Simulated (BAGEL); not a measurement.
# CH6Si (SMILES C[SiH3]): levels of theory compared

Wanted: a comparison of 3 runs (HF/STO-3G, HF/3-21G, HF/6-31G*) of CH6Si. 

Program for the calculation: BAGEL 1.2.2.

2 further runs of the same task are left out: 2 set aside as unsound or not needed.

**1. The molecule**

The species is CH6Si (8 atoms), meant as a singlet with charge 0. SMILES: `C[SiH3]`. The C1–Si2 distance was set to 3.367 Å, away from the relaxed value. At this shape a bond of the SMILES string is far longer than usual.

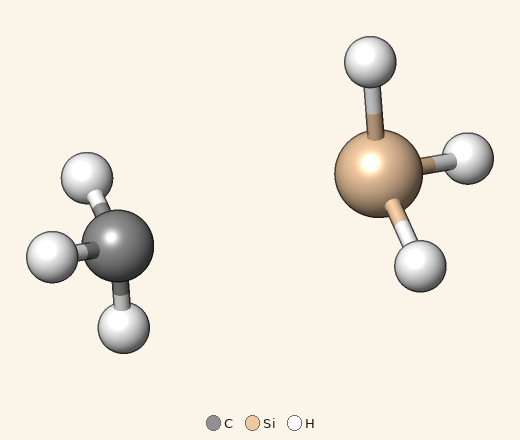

Viewed from a chosen angle; carbon grey, silicon light orange, hydrogen white.

**2. The energy at HF/STO-3G (density fitting with cc-pvqz-jkfit) (run 1)**

Contents of hf.json:

```json
{ "bagel" : [

{
  "title" : "molecule",
  "basis" : "sto-3g",
  "df_basis" : "cc-pvqz-jkfit",
  "angstrom" : true,
  "geometry" : [
    { "atom" : "C", "xyz" : [   -0.456629,    0.603163,   -2.365704 ] },
    { "atom" : "Si", "xyz" : [    0.162420,   -0.214550,    0.841500 ] },
    { "atom" : "H", "xyz" : [   -1.515599,    0.475933,   -2.600984 ] },
    { "atom" : "H", "xyz" : [    0.120341,   -0.027997,   -3.045204 ] },
    { "atom" : "H", "xyz" : [   -0.188529,    1.644143,   -2.559264 ] },
    { "atom" : "H", "xyz" : [   -0.624960,    0.646220,    1.765390 ] },
    { "atom" : "H", "xyz" : [    1.605560,   -0.040010,    1.159870 ] },
    { "atom" : "H", "xyz" : [   -0.203110,   -1.633210,    1.102780 ] }
  ]
},
{ "title" : "hf" },
{ "title" : "print", "file" : "orbitals.molden", "orbitals" : true }

]}
```

Started as:

```console
$ BAGEL_NUM_THREADS=1 BAGEL hf.json > hf.out
```

The log of the run:

```text
* using 1 threads per process

  ===============================================================
  ===============================================================

  *** Geometry ***

  { "atom" : "C", "xyz" : [     -0.862904,      1.139813,     -4.470533 ] },
  { "atom" : "Si", "xyz" : [      0.306929,     -0.405441,      1.590205 ] },
  { "atom" : "H", "xyz" : [     -2.864067,      0.899383,     -4.915147 ] },
  { "atom" : "H", "xyz" : [      0.227412,     -0.052907,     -5.754602 ] },
  { "atom" : "H", "xyz" : [     -0.356268,      3.106980,     -4.836308 ] },
  { "atom" : "H", "xyz" : [     -1.181003,      1.221179,      3.336104 ] },
  { "atom" : "H", "xyz" : [      3.034069,     -0.075608,      2.191837 ] },
  { "atom" : "H", "xyz" : [     -0.383822,     -3.086320,      2.083952 ] },

  Number of auxiliary basis functions:      560

  Since a DF basis is specified, we compute 2- and 3-index integrals:
    o Being stored without compression. Storage requirement is 0.002 GB

  Number of basis functions:       20
  Number of electrons      :       26

    * METHOD: MOLECULE                             0.23

  *** RHF ***

  === Nuclear Repulsion ===
    47.4635564406

      * DIIS with orbital gradients will be used.

  === RHF iteration (sto-3g) ===
      0       -326.12004944          0.01993396           0.01
      1       -326.10992991          0.02686737           0.01
      2       -326.21359672          0.00253564           0.01
      3       -326.21458792          0.00031807           0.01
      4       -326.21460565          0.00005612           0.01
      5       -326.21460610          0.00001489           0.01
      6       -326.21460612          0.00000115           0.01
      7       -326.21460612          0.00000007           0.01
      8       -326.21460612          0.00000002           0.01
      9       -326.21460612          0.00000000           0.01
    * SCF iteration converged.

    * Permanent dipole moment:
           (   -0.080843,     0.106794,    -0.418860) a.u.

    * METHOD: HF                                   0.13

    * METHOD: PRINT                                0.00

  ===============================================================
```

It took 0.48 s on 1 thread of Arm Neoverse V1, shared host.

**3. The energy at HF/3-21G (density fitting with cc-pvqz-jkfit) (run 2)**

Contents of job.json:

```json
{ "bagel": [

{
  "title": "molecule",
  "basis": "3-21g",
  "df_basis": "cc-pvqz-jkfit",
  "angstrom": true,
  "geometry": [
    { "atom": "C", "xyz": [      -0.456629,       0.603163,      -2.365704 ] },
    { "atom": "Si", "xyz": [       0.162420,      -0.214550,       0.841500 ] },
    { "atom": "H", "xyz": [      -1.515599,       0.475933,      -2.600984 ] },
    { "atom": "H", "xyz": [       0.120341,      -0.027997,      -3.045204 ] },
    { "atom": "H", "xyz": [      -0.188529,       1.644143,      -2.559264 ] },
    { "atom": "H", "xyz": [      -0.624960,       0.646220,       1.765390 ] },
    { "atom": "H", "xyz": [       1.605560,      -0.040010,       1.159870 ] },
    { "atom": "H", "xyz": [      -0.203110,      -1.633210,       1.102780 ] }
  ]
},

{
  "title": "hf"
},

{
  "title": "print",
  "file": "orbitals.molden",
  "orbitals": true
}

]}
```

Started as:

```console
$ BAGEL_NUM_THREADS=1 BAGEL job.json > job.out
```

The log of the run:

```text
* using 1 threads per process

  ===============================================================
  ===============================================================

  *** Geometry ***

  { "atom" : "C", "xyz" : [     -0.862904,      1.139813,     -4.470533 ] },
  { "atom" : "Si", "xyz" : [      0.306929,     -0.405441,      1.590205 ] },
  { "atom" : "H", "xyz" : [     -2.864067,      0.899383,     -4.915147 ] },
  { "atom" : "H", "xyz" : [      0.227412,     -0.052907,     -5.754602 ] },
  { "atom" : "H", "xyz" : [     -0.356268,      3.106980,     -4.836308 ] },
  { "atom" : "H", "xyz" : [     -1.181003,      1.221179,      3.336104 ] },
  { "atom" : "H", "xyz" : [      3.034069,     -0.075608,      2.191837 ] },
  { "atom" : "H", "xyz" : [     -0.383822,     -3.086320,      2.083952 ] },

  Number of auxiliary basis functions:      560

  Since a DF basis is specified, we compute 2- and 3-index integrals:
    o Being stored without compression. Storage requirement is 0.005 GB

  Number of basis functions:       34
  Number of electrons      :       26

    * METHOD: MOLECULE                             0.24

  *** RHF ***

  === Nuclear Repulsion ===
    47.4635564406

      * DIIS with orbital gradients will be used.

  === RHF iteration (3-21g) ===
      0       -328.22334853          0.02913100           0.02
      1       -328.28200373          0.02581667           0.02
      2       -328.35608646          0.00263193           0.02
      3       -328.35821813          0.00065916           0.02
      4       -328.35836823          0.00021868           0.02
      5       -328.35837868          0.00003199           0.02
      6       -328.35837894          0.00000499           0.02
      7       -328.35837896          0.00000261           0.02
      8       -328.35837896          0.00000021           0.02
      9       -328.35837896          0.00000005           0.02
     10       -328.35837896          0.00000001           0.02
     11       -328.35837896          0.00000000           0.02
    * SCF iteration converged.

    * Permanent dipole moment:
           (    0.053979,    -0.071303,     0.279662) a.u.

    * METHOD: HF                                   0.30

    * METHOD: PRINT                                0.00

  ===============================================================
```

Wall time 0.66 s (1 thread of Arm Neoverse V1, shared host).

**4. A single-point energy at HF/6-31G(d) (density fitting with cc-pvqz-jkfit, spherical functions) (run 3)**

Contents of input.json:

```json
{ "bagel": [

{
  "title": "molecule",
  "basis": "6-31gs.json",
  "df_basis": "cc-pvqz-jkfit",
  "angstrom": true,
  "geometry": [
    { "atom": "C", "xyz": [   -0.456629,    0.603163,   -2.365704 ] },
    { "atom": "Si", "xyz": [    0.162420,   -0.214550,    0.841500 ] },
    { "atom": "H", "xyz": [   -1.515599,    0.475933,   -2.600984 ] },
    { "atom": "H", "xyz": [    0.120341,   -0.027997,   -3.045204 ] },
    { "atom": "H", "xyz": [   -0.188529,    1.644143,   -2.559264 ] },
    { "atom": "H", "xyz": [   -0.624960,    0.646220,    1.765390 ] },
    { "atom": "H", "xyz": [    1.605560,   -0.040010,    1.159870 ] },
    { "atom": "H", "xyz": [   -0.203110,   -1.633210,    1.102780 ] }
  ]
},
{ "title": "hf" },
{ "title": "print", "file": "orbitals.molden", "orbitals": true }

]}
```

The basis set 6-31G* is read from a file made from the Basis Set Exchange's data (not shown).

Started as:

```console
$ BAGEL_NUM_THREADS=1 BAGEL input.json > input.out
```

The log of the run:

```text
* using 1 threads per process

  ===============================================================
  ===============================================================

  *** Geometry ***

  { "atom" : "C", "xyz" : [     -0.862904,      1.139813,     -4.470533 ] },
  { "atom" : "Si", "xyz" : [      0.306929,     -0.405441,      1.590205 ] },
  { "atom" : "H", "xyz" : [     -2.864067,      0.899383,     -4.915147 ] },
  { "atom" : "H", "xyz" : [      0.227412,     -0.052907,     -5.754602 ] },
  { "atom" : "H", "xyz" : [     -0.356268,      3.106980,     -4.836308 ] },
  { "atom" : "H", "xyz" : [     -1.181003,      1.221179,      3.336104 ] },
  { "atom" : "H", "xyz" : [      3.034069,     -0.075608,      2.191837 ] },
  { "atom" : "H", "xyz" : [     -0.383822,     -3.086320,      2.083952 ] },

  Number of auxiliary basis functions:      560

  Since a DF basis is specified, we compute 2- and 3-index integrals:
    o Being stored without compression. Storage requirement is 0.009 GB

  Number of basis functions:       44
  Number of electrons      :       26

    * METHOD: MOLECULE                             0.26

  *** RHF ***

  === Nuclear Repulsion ===
    47.4635564406

      * DIIS with orbital gradients will be used.

  === RHF iteration (6-31gs.json) ===
      0       -329.92017302          0.02520062           0.03
      1       -329.98928108          0.02258989           0.02
      2       -330.09583519          0.00266731           0.02
      3       -330.09905383          0.00054014           0.02
      4       -330.09924865          0.00023348           0.03
      5       -330.09927183          0.00004734           0.03
      6       -330.09927262          0.00000718           0.03
      7       -330.09927266          0.00000293           0.02
      8       -330.09927266          0.00000027           0.03
      9       -330.09927266          0.00000006           0.03
     10       -330.09927266          0.00000001           0.03
    * SCF iteration converged.

    * Permanent dipole moment:
           (    0.014667,    -0.019375,     0.075995) a.u.

    * METHOD: HF                                   0.36

    * METHOD: PRINT                                0.01

  ===============================================================
```

Wall time 0.77 s (1 thread of Arm Neoverse V1, shared host).

**5. Overview of the runs**

```
run                                                                level  energy (Eh)  dipole moment (D)  HOMO energy (eV)  LUMO energy (eV)  wall time
  1                       HF/STO-3G (density fitting with cc-pvqz-jkfit)  -326.214606               1.12             -4.61              2.72     0.48 s
  2                        HF/3-21G (density fitting with cc-pvqz-jkfit)  -328.358379               0.75             -7.85              0.36     0.66 s
  3  HF/6-31G* (density fitting with cc-pvqz-jkfit, spherical functions)  -330.099273               0.20             -7.82              0.41     0.77 s
```

**6. Summary of results**

| quantity | value |
| --- | --- |
| run 3: total energy | -330.09927 Eh |
| run 3: dipole moment | 0.20 D |
| run 3: HOMO energy | -7.82 eV |
| run 3: LUMO energy | 0.41 eV |
| run 3: HOMO–LUMO gap | 8.23 eV |

What this shows: The dipole moment (its size) runs from 0.20 D (HF/6-31G*) to 1.12 D (HF/STO-3G). The two dipoles point in opposite directions. The HOMO–LUMO gap runs from 7.33 eV (HF/STO-3G) to 8.23 eV (HF/6-31G*). In run 1 the basis is minimal, so the values are rough. In runs 1, 2, 3 a closed-shell determinant meets a far-stretched bond, which it describes badly. All runs together took 1.9 s, the longest 0.77 s.
